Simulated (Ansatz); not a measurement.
| atom | x (Å) | y (Å) | z (Å) |
| --- | --- | --- | --- |
| C | 0.1387 | -0.6237 | 0.0678 |
| I | 1.0541 | 1.0903 | 1.0413 |
| O | -1.0195 | -0.7518 | -0.0850 |
| H | 0.9314 | -1.3346 | -0.2499 |

Geometry: PBE0-D3(BJ)/def2-SVP; core potentials replace the inner electrons of I.

The calculation used Ansatz 0.2.0, isolated molecule in a Gaussian basis; Kohn-Sham density functional theory, functional PBE0.

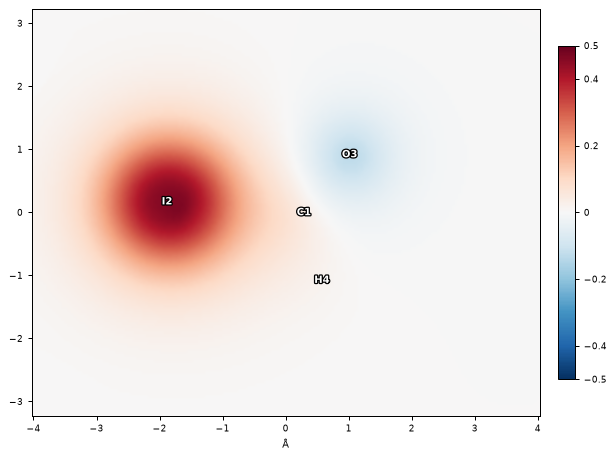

CHIO (SMILES O=CI). The HOMO−1 on a plane 0.8 Å above the molecular plane (values in Å⁻³ᐟ²; the overall sign is arbitrary).

**Where does this orbital lie, and at what energy?**

It lies mainly on I2 (about 90 %); it changes sign across the molecular plane (π type). Its energy is −8.06 eV.
